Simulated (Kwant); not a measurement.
Model system: Aharonov-Bohm ring in a InSb two-dimensional gas. Effective mass 0.014 mₑ, grid spacing 8.3 nm, hard walls, nominal width 100 nm (13 grid rows, so walls 116.2 nm apart), one parabolic valley, scattering region 580 nm long along x; energies count from the band bottom; Fermi energy 0.0059 eV. Ring of mean radius 140 nm, arms as wide as the leads. Perpendicular field swept from 0 to 0.2 T, none in the leads; orbital effect alone.

The device is made up for the run: typed textbook-type constants, with dimensions and the other settings drawn at random.

Kwant, effective-mass tight-binding model on a square grid, one spin, coherent transport at 0 K. Conductance is in e²/h.

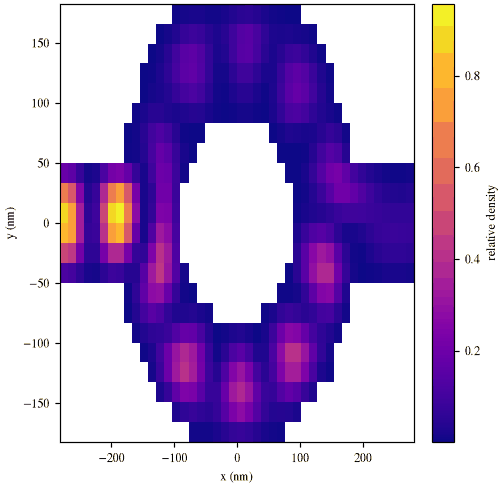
*Density of the scattering states that come in from the left lead, at field = 0.10112 T, in bins, relative to the largest site value*

The conductance there is 0.24 e²/h with 1 open channel(s) in the leads.
